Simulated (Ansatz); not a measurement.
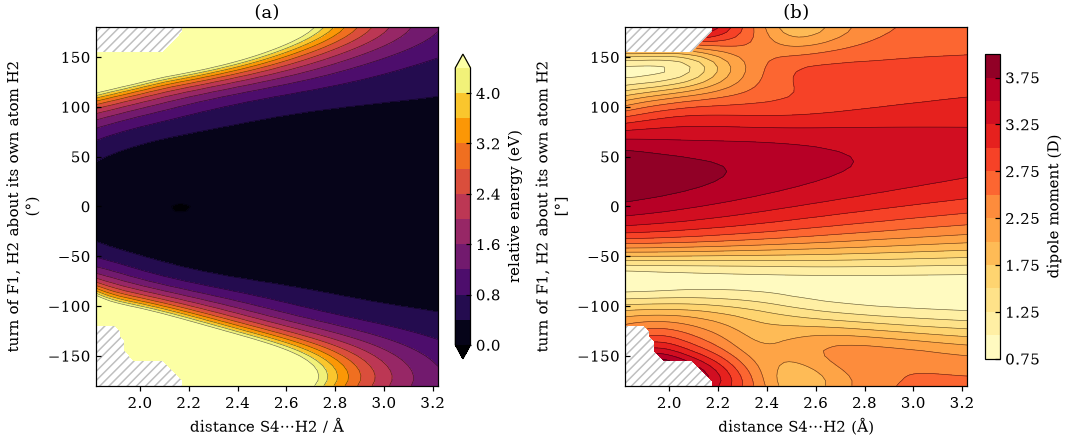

The pair FH···CH₄S. The turn is about an axis along (−0.70, −0.72, −0.06) in the frame of the relaxed pair, normal to the line between the partners. First axis: distance S4···H2. Second axis: turn of F1, H2 about its own atom H2. The scan uses an 11 × 10 grid. At 6 points there is no value (left out of the scan, as a rule where atoms come close). Points are written as (first, second). All energies are given in eV relative to the lowest grid point. Theory: Ansatz 0.2.0, RKS B3LYP-D4/def2-TZVPD.

Panel (a) is the energy and panel (b) the computed dipole moment on the same grid.

In the figure: filled contours, one colour for all values above the top of the scale, hatched blanks where no value was computed. Between grid points the surface is interpolated.

Q: How does the dipole moment vary over the map, and what is it at the lowest grid point?

A: Leaving out the highest fifth of the energies, it runs from 0.83 D at (1.820 Å, −72°) to 3.97 D at (1.820 Å, 36°). At the lowest grid point, (2.208 Å, 0°), it is 3.45 D.

| second ↓, first → | 1.820 | 1.876 | 1.967 | 2.079 | 2.208 | 2.350 | 2.505 | 2.670 | 2.844 | 3.028 | 3.220 |
| --- | --- | --- | --- | --- | --- | --- | --- | --- | --- | --- | --- |
| 144 | 1.11 | 1.10 | 1.09 | 1.30 | 1.85 | 2.37 | 2.65 | 2.74 | 2.77 | 2.79 | 2.80 |
| 108 | 1.92 | 2.04 | 2.22 | 2.39 | 2.55 | 2.67 | 2.77 | 2.85 | 2.92 | 2.97 | 3.01 |
| 72 | 3.38 | 3.39 | 3.40 | 3.40 | 3.40 | 3.39 | 3.37 | 3.35 | 3.34 | 3.32 | 3.30 |
| 36 | 3.97 | 3.94 | 3.90 | 3.84 | 3.77 | 3.69 | 3.61 | 3.52 | 3.44 | 3.37 | 3.30 |
| 0 | 3.68 | 3.65 | 3.60 | 3.53 | 3.45 | 3.36 | 3.26 | 3.16 | 3.06 | 2.96 | 2.87 |
| −36 | 2.58 | 2.57 | 2.54 | 2.50 | 2.45 | 2.38 | 2.31 | 2.24 | 2.16 | 2.09 | 2.02 |
| −72 | 0.83 | 0.84 | 0.87 | 0.89 | 0.92 | 0.93 | 0.94 | 0.94 | 0.94 | 0.93 | 0.93 |
| −108 | 1.89 | 1.93 | 1.95 | 1.90 | 1.77 | 1.60 | 1.44 | 1.30 | 1.20 | 1.12 | 1.07 |
| −144 | – | – | 3.32 | 3.01 | 2.55 | 2.10 | 2.08 | 2.29 | 2.32 | 2.24 | 2.12 |
| −180 | – | – | – | – | 3.23 | 2.48 | 1.86 | 2.08 | 2.41 | 2.55 | 2.57 |
